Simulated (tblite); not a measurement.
# Run report: C$_{7}$H$_{7}$ClN, geometry relaxation

System: C$_{7}$H$_{7}$ClN, multiplicity 2.
Method: GFN2-xTB geometry optimisation, gas phase (tblite 0.8.0).

It belongs to a series of runs on one base structure; here: H removed from sp2 C.

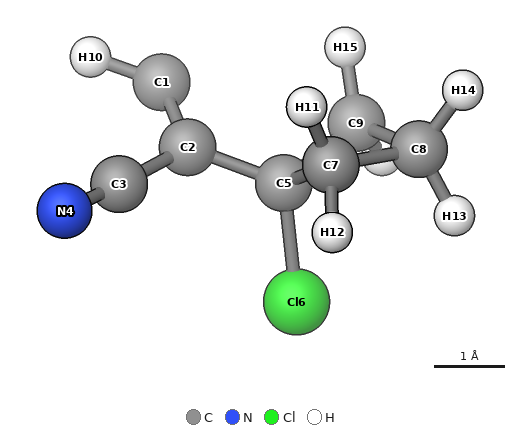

The starting structure (ball-and-stick view, seen at a tilt; atoms are numbered from 1 in the order of the input). Bond lengths as drawn: C–C 1.34 to 1.52 Å, C–Cl 1.77 Å, C–H 1.08 to 1.14 Å and C–N 1.16 Å.

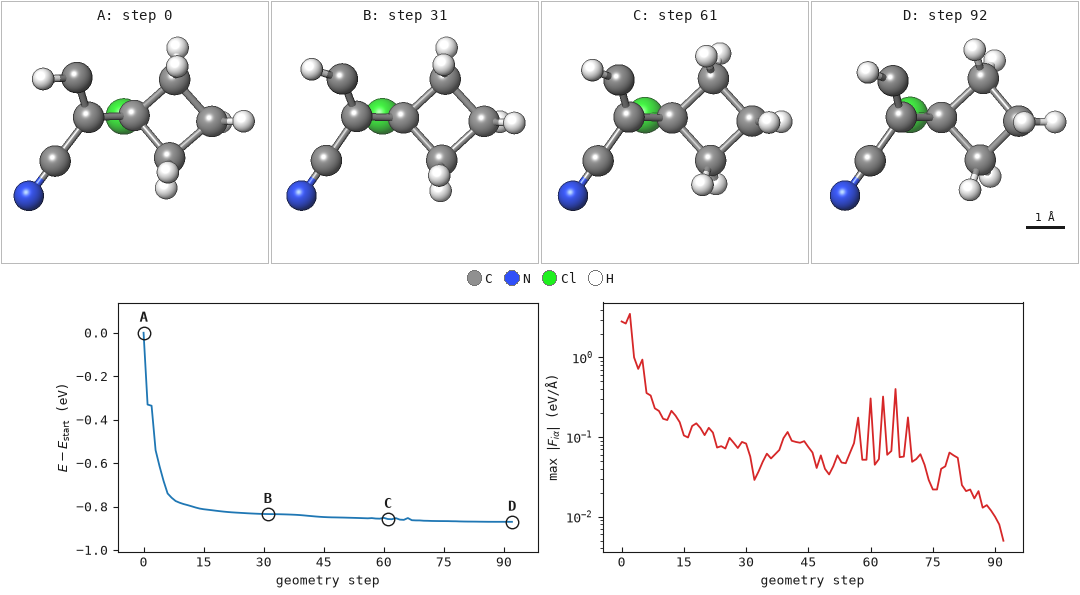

Frames of the relaxation (ball-and-stick view, seen at a tilt) above the curves, on which the letters mark them (steps are counted from 0).

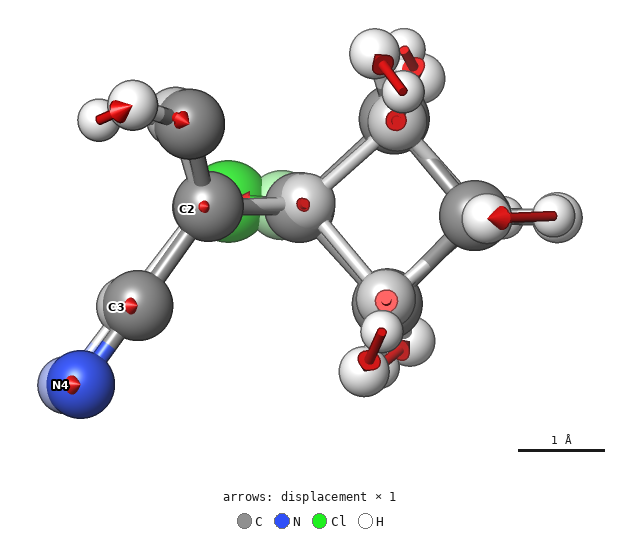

Start (faint) and end (solid) with the displacements as red arrows, at true length (ball-and-stick view, seen at a tilt). The two geometries are laid on each other by the best rigid fit. After 92 geometry steps the energy has fallen by 0.870 eV. The largest force component goes from 2.8 to 0.005 eV/Å. The largest move after the best rigid fit is that of H13, 1.19 Å. Largest moves by element: H 1.19 Å, Cl 0.63 Å, C 0.43 Å, N 0.25 Å. Among the contacts that change: C9–H16 1.139 → 1.086 Å, C5–C9 1.493 → 1.534 Å, C2–C3 1.466 → 1.427 Å, C1–C2 1.339 → 1.303 Å. Among the angles that change: C2–C1–H10 119.0° → 138.5°, C2–C5–Cl6 116.0° → 107.1°, H13–C8–H14 117.2° → 109.3°. (Atoms are counted from 1 in the order of the input.)

The input that produced these results follows, with the program's output.

Input file:
```
{"job": {"kind": "relax", "xc": "GFN2-xTB", "basis": "xTB"}, "charge": 0, "multiplicity": 2}
C      1.625400     1.716800    -0.064600
C      1.397900     0.397300    -0.063500
C      2.433100    -0.512400    -0.562700
N      3.251800    -1.213300    -0.992100
C      0.130000    -0.119600     0.486900
Cl     0.264700    -1.106300     1.955400
C     -0.619400    -0.892200    -0.585900
C     -1.884000    -0.339700     0.038200
C     -1.032100     0.816200     0.537000
H      2.565800     2.087500    -0.459800
H     -0.442000    -0.635100    -1.622700
H     -0.483400    -1.986300    -0.372600
H     -2.209300    -0.970500     0.878500
H     -2.660800     0.005800    -0.661100
H     -1.062200     1.684700    -0.140100
H     -1.283300     1.075900     1.617600
```

The first line tells a small driver script what to run in tblite; the rest is the geometry in Å.

Run as:
```bash
OMP_NUM_THREADS=1 python <driver script> task.json out
```

Output:
```
step      E/eV     max force
  0    -702.71640    3.264
  1    -703.04675    3.712
  2    -703.05231    5.001
  3    -703.25649    1.313
  4    -703.33134    1.004
  5    -703.39853    1.375
  6    -703.45587    0.441
  7    -703.47542    0.403
  8    -703.49064    0.289
  9    -703.49855    0.246
 10    -703.50473    0.207
 11    -703.50960    0.261
 12    -703.51505    0.289
 13    -703.52060    0.235
 14    -703.52539    0.171
 15    -703.52850    0.115
 16    -703.53066    0.124
 17    -703.53292    0.158
 18    -703.53526    0.155
 19    -703.53745    0.144
 20    -703.53948    0.118
 21    -703.54125    0.158
 22    -703.54271    0.138
 23    -703.54391    0.100
 24    -703.54498    0.103
 25    -703.54607    0.100
 26    -703.54718    0.118
 27    -703.54814    0.100
 28    -703.54897    0.076
 29    -703.54973    0.113
 30    -703.55034    0.106
 31    -703.55074    0.061
 32    -703.55098    0.035
 33    -703.55122    0.043
 34    -703.55157    0.070
 35    -703.55205    0.075
 36    -703.55264    0.061
 37    -703.55333    0.067
 38    -703.55417    0.087
 39    -703.55531    0.126
 40    -703.55686    0.134
 41    -703.55861    0.123
 42    -703.56027    0.109
 43    -703.56191    0.092
 44    -703.56335    0.094
 45    -703.56448    0.083
 46    -703.56529    0.077
 47    -703.56587    0.050
 48    -703.56616    0.075
 49    -703.56658    0.050
 50    -703.56695    0.042
 51    -703.56750    0.062
 52    -703.56798    0.078
 53    -703.56849    0.066
 54    -703.56906    0.063
 55    -703.56971    0.067
 56    -703.57034    0.097
 57    -703.56924    0.229
 58    -703.57136    0.056
 59    -703.57190    0.058
 60    -703.56818    0.356
 61    -703.57360    0.060
 62    -703.57453    0.072
 63    -703.56948    0.385
 64    -703.57625    0.073
 65    -703.57739    0.078
 66    -703.56903    0.450
 67    -703.57904    0.065
 68    -703.57993    0.066
 69    -703.58006    0.200
 70    -703.58146    0.060
 71    -703.58183    0.066
 72    -703.58248    0.086
 73    -703.58276    0.057
 74    -703.58300    0.031
 75    -703.58311    0.028
 76    -703.58324    0.028
 77    -703.58374    0.053
 78    -703.58396    0.064
 79    -703.58465    0.077
 80    -703.58504    0.063
 81    -703.58530    0.056
 82    -703.58542    0.029
 83    -703.58558    0.027
 84    -703.58587    0.025
 85    -703.58607    0.021
 86    -703.58628    0.021
 87    -703.58635    0.020
 88    -703.58640    0.016
 89    -703.58643    0.015
 90    -703.58646    0.012
 91    -703.58648    0.011
 92    -703.58649    0.006
```

Trajectory as extended XYZ (Å, eV, eV/Å), 7 of the 93 frames kept, from step=0 to step=92:
```
16
Properties=species:S:1:pos:R:3:forces:R:3 step=0 energy=-702.71640
C     1.6254    1.7168   -0.0646    1.2710  -2.0590  -0.7270
C     1.3979    0.3973   -0.0635    1.5350   1.4410   0.6190
C     2.4331   -0.5124   -0.5627    0.1860  -0.2920  -0.2370
N     3.2518   -1.2133   -0.9921   -1.4320   1.2440   0.7880
C     0.1300   -0.1196    0.4869    1.0990  -0.1970  -1.7330
Cl    0.2647   -1.1063    1.9554    0.3570   0.0980   0.2010
C    -0.6194   -0.8922   -0.5859   -0.1880  -2.8340   0.7940
C    -1.8840   -0.3397    0.0382   -1.0690   0.6610  -0.7410
C    -1.0321    0.8162    0.5370   -1.4990   1.0120   2.7170
H     2.5658    2.0875   -0.4598   -0.4960   0.6150   0.1720
H    -0.4420   -0.6351   -1.6227    0.1310   0.0660   0.1150
H    -0.4834   -1.9863   -0.3726   -0.1590   0.5940  -0.9620
H    -2.2093   -0.9705    0.8785   -0.3150   0.3080  -0.6400
H    -2.6608    0.0058   -0.6611   -0.0970  -0.6630   0.4480
H    -1.0622    1.6847   -0.1401    0.4330  -0.4280   0.5040
H    -1.2833    1.0759    1.6176    0.2430   0.4360  -1.3180
16
Properties=species:S:1:pos:R:3:forces:R:3 step=15 energy=-703.52850
C     1.7770    1.6983   -0.1105   -0.0370   0.0110  -0.0010
C     1.4556    0.4368   -0.0432   -0.0090   0.0160  -0.0960
C     2.4097   -0.5131   -0.5198    0.0090  -0.0380  -0.0430
N     3.1985   -1.2222   -0.9521   -0.0370   0.0040   0.0560
C     0.1527   -0.1368    0.4368   -0.0080   0.0140   0.0480
Cl    0.4807   -1.0396    1.9544    0.0500  -0.0380   0.0250
C    -0.6708   -0.9796   -0.5474    0.0620  -0.0350  -0.0090
C    -1.9391   -0.3352    0.0234   -0.0040  -0.0380  -0.0540
C    -1.0623    0.7854    0.6000   -0.0790  -0.0020  -0.0210
H     2.6072    2.2799   -0.4377   -0.0170   0.0100   0.0510
H    -0.4746   -0.6561   -1.5682    0.0000  -0.0690  -0.0590
H    -0.5785   -2.0574   -0.4785    0.0540  -0.0910   0.0220
H    -2.3869   -0.9479    0.8023    0.0110   0.0290   0.0140
H    -2.7014   -0.0597   -0.6974   -0.0340   0.1050  -0.0320
H    -0.9789    1.6329   -0.0775   -0.0320   0.0740   0.0620
H    -1.2966    1.1231    1.6040    0.0700   0.0480   0.0380
16
Properties=species:S:1:pos:R:3:forces:R:3 step=31 energy=-703.55074
C     1.7548    1.7248   -0.1131   -0.0040  -0.0200  -0.0100
C     1.4491    0.4587   -0.1014    0.0030  -0.0120   0.0120
C     2.3971   -0.5133   -0.5467    0.0010   0.0100  -0.0020
N     3.1707   -1.2758   -0.9079   -0.0120   0.0260  -0.0130
C     0.1604   -0.1338    0.4032    0.0150  -0.0160   0.0570
Cl    0.5664   -1.0256    1.9165    0.0070   0.0050  -0.0160
C    -0.6753   -1.0072   -0.5432    0.0270  -0.0030   0.0180
C    -1.9390   -0.3182   -0.0038    0.0090   0.0030   0.0040
C    -1.0541    0.7782    0.6094    0.0040   0.0110  -0.0010
H     2.5740    2.3493   -0.3816   -0.0260  -0.0160  -0.0120
H    -0.4741   -0.7699   -1.5871    0.0010  -0.0110   0.0010
H    -0.5923   -2.0803   -0.3940   -0.0090  -0.0150  -0.0150
H    -2.4334   -0.9166    0.7570   -0.0210   0.0030  -0.0020
H    -2.6686    0.0020   -0.7424    0.0220   0.0200  -0.0170
H    -0.9849    1.6683   -0.0128    0.0020   0.0230   0.0020
H    -1.2584    1.0682    1.6364   -0.0170  -0.0060  -0.0070
16
Properties=species:S:1:pos:R:3:forces:R:3 step=46 energy=-703.56529
C     1.6716    1.7185   -0.1501   -0.0100   0.0400   0.0040
C     1.4292    0.4407   -0.0952    0.0120   0.0390   0.0080
C     2.3882   -0.4918   -0.5891   -0.0260  -0.0400  -0.0170
N     3.1572   -1.2250   -1.0148    0.0350   0.0030   0.0000
C     0.1754   -0.1755    0.4659   -0.0170  -0.0190  -0.0060
Cl    0.6392   -1.0485    1.9664    0.0020   0.0140   0.0110
C    -0.6600   -1.0519   -0.4785   -0.0470  -0.0280  -0.0130
C    -1.9162   -0.2585   -0.0762    0.0000   0.0140   0.0120
C    -1.0285    0.7533    0.6660   -0.0120   0.0230   0.0140
H     2.4295    2.3909   -0.4708    0.0320  -0.0090  -0.0150
H    -0.3772   -0.9211   -1.5230   -0.0040  -0.0030   0.0240
H    -0.6596   -2.1128   -0.2420   -0.0220  -0.0070  -0.0070
H    -2.5757   -0.8059    0.5950    0.0410  -0.0130  -0.0640
H    -2.4990    0.1431   -0.9033    0.0400  -0.0130   0.0460
H    -0.8917    1.6954    0.1377   -0.0160   0.0120   0.0040
H    -1.2902    0.9580    1.7005   -0.0070  -0.0140   0.0000
16
Properties=species:S:1:pos:R:3:forces:R:3 step=61 energy=-703.57360
C     1.5890    1.7238   -0.2024   -0.0020   0.0190  -0.0070
C     1.3910    0.4393   -0.1187   -0.0210   0.0040  -0.0060
C     2.3594   -0.4613   -0.6543   -0.0310  -0.0090   0.0320
N     3.1457   -1.1603   -1.1052    0.0170  -0.0040  -0.0140
C     0.1869   -0.2101    0.5172    0.0030   0.0450  -0.0400
Cl    0.7586   -1.0296    2.0075    0.0040  -0.0380   0.0010
C    -0.6601   -1.1041   -0.4042    0.0380  -0.0060   0.0270
C    -1.8691   -0.1833   -0.1666    0.0350  -0.0140  -0.0080
C    -1.0181    0.7142    0.7449    0.0250   0.0040  -0.0110
H     2.3098    2.4099   -0.5770    0.0220  -0.0100  -0.0070
H    -0.2951   -1.1406   -1.4307   -0.0200   0.0140   0.0300
H    -0.7889   -2.1212   -0.0430    0.0320  -0.0060   0.0150
H    -2.6951   -0.6751    0.3383   -0.0440   0.0250  -0.0030
H    -2.2332    0.3123   -1.0617   -0.0390   0.0020  -0.0200
H    -0.8435    1.7203    0.3654   -0.0070   0.0060   0.0210
H    -1.3450    0.7748    1.7794   -0.0120  -0.0310  -0.0120
16
Properties=species:S:1:pos:R:3:forces:R:3 step=77 energy=-703.58374
C     1.5321    1.7341   -0.2660   -0.0040   0.0010   0.0020
C     1.3454    0.4498   -0.1450   -0.0210  -0.0020  -0.0100
C     2.3232   -0.4277   -0.7039   -0.0060  -0.0090   0.0300
N     3.1306   -1.0910   -1.1717   -0.0130  -0.0110  -0.0110
C     0.1921   -0.2209    0.5539    0.0030   0.0060  -0.0170
Cl    0.8665   -1.0134    2.0191    0.0010  -0.0100   0.0100
C    -0.6640   -1.1402   -0.3308    0.0150  -0.0010  -0.0060
C    -1.8124   -0.1192   -0.2475    0.0320  -0.0050  -0.0050
C    -1.0286    0.6725    0.8126    0.0130   0.0000   0.0080
H     2.2557    2.3879   -0.6935   -0.0210   0.0120   0.0040
H    -0.2555   -1.3294   -1.3229   -0.0130  -0.0020   0.0120
H    -0.8907   -2.0916    0.1454    0.0110   0.0190  -0.0060
H    -2.7642   -0.5266    0.0857    0.0250   0.0400  -0.0240
H    -1.9582    0.4355   -1.1720   -0.0170  -0.0230   0.0230
H    -0.8576    1.7279    0.6054   -0.0030  -0.0170  -0.0040
H    -1.4219    0.5611    1.8196   -0.0020   0.0010  -0.0060
16
Properties=species:S:1:pos:R:3:forces:R:3 step=92 energy=-703.58649
C     1.4826    1.7373   -0.2839    0.0010   0.0000  -0.0020
C     1.3316    0.4501   -0.1496   -0.0010   0.0000  -0.0010
C     2.3047   -0.4259   -0.7181   -0.0030  -0.0010  -0.0040
N     3.0939   -1.0985   -1.2030    0.0030  -0.0030   0.0020
C     0.2013   -0.2336    0.5741    0.0000   0.0020   0.0020
Cl    0.9044   -1.0182    2.0289   -0.0020   0.0010   0.0030
C    -0.6584   -1.1533   -0.3049    0.0020   0.0040   0.0000
C    -1.7713   -0.0919   -0.2768    0.0020   0.0030   0.0000
C    -1.0195    0.6569    0.8355    0.0000   0.0000   0.0010
H     2.1695    2.4172   -0.7290   -0.0010   0.0020   0.0010
H    -0.2367   -1.3965   -1.2788    0.0000  -0.0020   0.0010
H    -0.9305   -2.0742    0.2049    0.0000  -0.0020  -0.0040
H    -2.7600   -0.4574   -0.0132    0.0030   0.0030   0.0020
H    -1.8342    0.4780   -1.2008   -0.0010  -0.0020  -0.0020
H    -0.8408    1.7196    0.6805   -0.0020  -0.0010  -0.0020
H    -1.4442    0.4991    1.8229   -0.0020  -0.0030   0.0050
```

Results in brief:

```json
{"quantity": "outcome", "value": "converged"}
{"quantity": "total energy", "value": "−703.5865 eV"}
{"quantity": "hardware", "value": "1 CPU thread, shared host"}
{"quantity": "wall time", "value": "2.6 s"}
{"quantity": "peak memory", "value": "0.18 GiB"}
```
